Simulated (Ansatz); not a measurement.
System: BClH6Si2 (SMILES B[SiH2][SiH2]Cl).

```yaml
atoms:
  - { symbol: B, position_ang: [-0.5231, 2.5803, -0.2261] }
  - { symbol: Cl, position_ang: [2.9290, -1.3596, -0.5068] }
  - { symbol: Si, position_ang: [1.0705, 1.6873, -1.0241] }
  - { symbol: Si, position_ang: [1.2744, -0.3157, 0.2324] }
  - { symbol: H, position_ang: [-0.4075, 3.3049, 0.7437] }
  - { symbol: H, position_ang: [-1.6431, 2.3290, -0.6277] }
  - { symbol: H, position_ang: [2.3878, 2.3938, -0.8392] }
  - { symbol: H, position_ang: [0.9317, 1.2343, -2.4538] }
  - { symbol: H, position_ang: [1.5031, -0.0349, 1.6912] }
  - { symbol: H, position_ang: [0.0591, -1.1882, 0.0879] }
```

Geometry: PBE-D3(BJ)/def2-SVP.

Level of theory: Ansatz 0.2.0, isolated molecule in a Gaussian basis; Kohn-Sham density functional theory, functional PBE0.

Predict the electron density and electron localisation function between the atoms.

Si–B (1.99 Å): ρ is about 0.81 e/Å³ halfway; the ELF peaks at about 1 between the atoms (a shared electron pair).
Si–Cl (2.09 Å): ρ is about 0.84 e/Å³ halfway; the ELF peaks at about 0.85 between the atoms (a polar covalent bond).
Si–Si (2.37 Å): ρ at the midpoint is about 0.59 e/Å³; the ELF peaks at about 1 between the atoms (localised, covalent bonding).

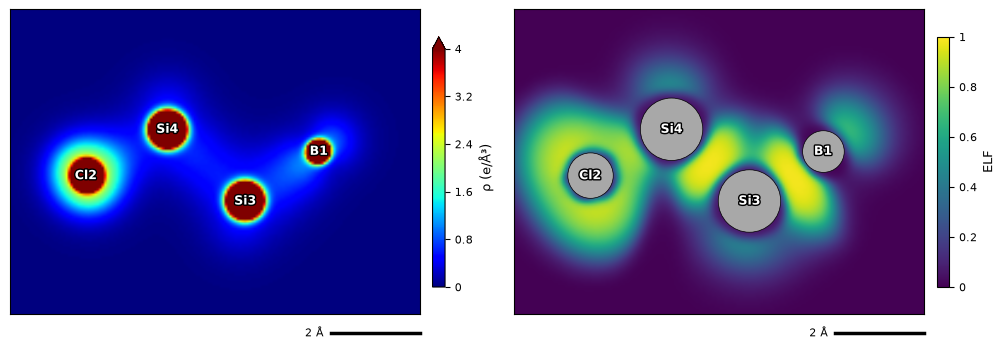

Computed electron density and electron localisation function on the plane of atoms B1, Si3 and Si4, in this order. Grey discs cover the atomic cores in the ELF map. 
